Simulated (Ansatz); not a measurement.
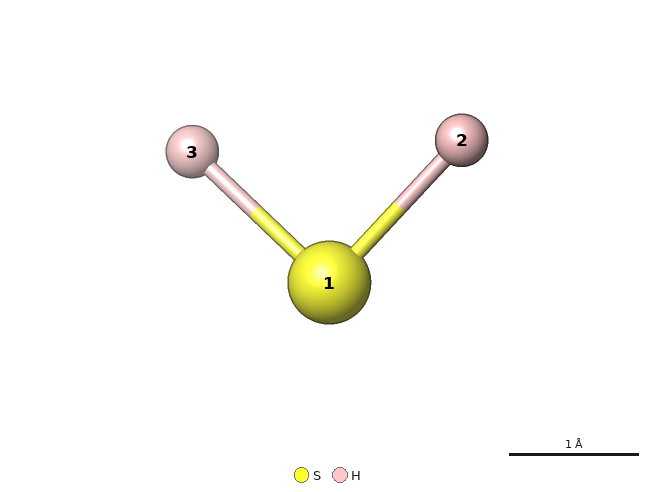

(Drawn from a calculation with Ansatz.)

Orthographic view. Distant atoms are faded towards the background colour. Geometry: a fixed input geometry, not necessarily a minimum.

Write a MOL file (V2000) with the atoms in numerical order, bonds sorted by atom number with the orders drawn, and coordinates in the frame of the picture: x right, y up, z towards the viewer, origin at the mean position.

```
H2S
                    3D

  3  2  0  0  0  0  0  0  0  0999 V2000
    0.0100   -0.7100    0.0600 S   0  0  0  0  0  0  0  0  0  0  0  0
    1.0500    0.4000    0.3100 H   0  0  0  0  0  0  0  0  0  0  0  0
   -1.0600    0.3100   -0.3600 H   0  0  0  0  0  0  0  0  0  0  0  0
  1  2  1  0
  1  3  1  0
M  END
```
